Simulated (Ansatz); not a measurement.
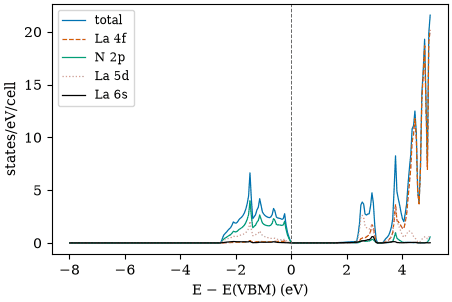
*Total and projected density of states of LaN (zinc blende, F-43m), r²SCAN (plane waves, PAW; program Ansatz)*

Problem. Which orbitals carry the states next to the gap?

Solution. Top 1 eV of the valence band: N 2p 71 %, La 5d 16 %, La 4f 5 %. Bottom 1 eV of the conduction band: La 5d 46 %, La 6s 21 %, La 4f 17 %, N 2s 6 %. Projections are on Löwdin-orthogonalised atomic valence shells; empty p or d shells of many metals are not among them.

Problem. Where is the tallest occupied peak in this window, and what makes it?

Solution. Near -1.5 eV, about 6.6 states/eV per cell; the largest projected share is N 2p.

The start of the workflow was typed in or built on a structure type; neither database checked (COD, Materials Project) lists it. COD files the formula under space group No. 225. Its standing as an ambient phase is unchecked. Symmetry was held in the r²SCAN relaxation; its stability against distortions is not shown here. Scalar-relativistic: spin–orbit coupling is off unless named, which matters more the heavier the elements.

Potentials: the earlier of the program's two PAW sets.
